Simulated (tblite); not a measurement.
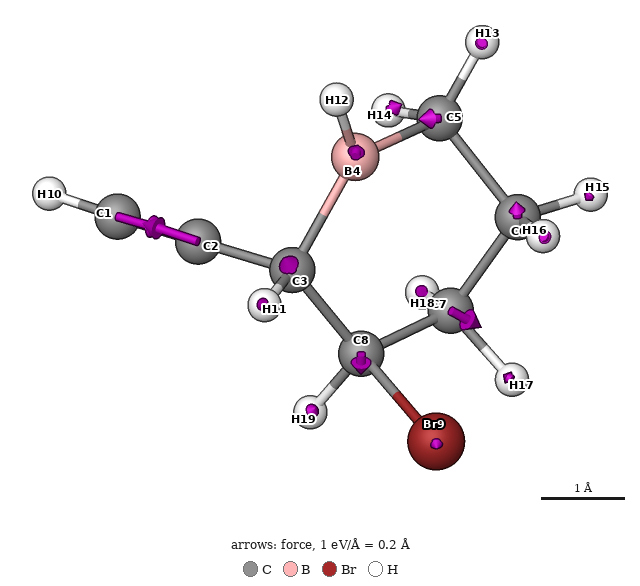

Starting geometry of C$_{7}$H$_{10}$BBr with the computed forces as purple arrows. A ball-and-stick model, seen face on.

Theory: GFN2-xTB geometry optimisation, gas phase in tblite 0.8.0. 

Question: What follows when this structure is relaxed?

Answer: It isn't relaxed: the largest force vector, on C2, is 4.18 eV/Å. The final displacements have little in common with the starting forces (cosine between the two patterns 0.13). After 69 geometry steps the energy has fallen by 63.3 kJ/mol. The atom that moves furthest after the best rigid fit is H14 (0.62 Å). Largest moves by element: H 0.62 Å, Br 0.40 Å, C 0.29 Å, B 0.12 Å. Near-neighbour distances that change, for instance: B4–C5 1.617 → 1.568 Å, C3–C8 1.484 → 1.532 Å, C1–C2 1.238 → 1.198 Å, C7–H17 1.124 → 1.093 Å. Among the angles between lasting bonds that change: B4–C5–C6 103.2° → 115.2°, H13–C5–H14 114.5° → 105.2°, C8–C7–H18 113.2° → 107.2°. Groups turn about B4–C5 by about 30°, C5–C6 by about 25°. Cost: 0.99 s on 1 thread of Arm Neoverse N1 (shared host).
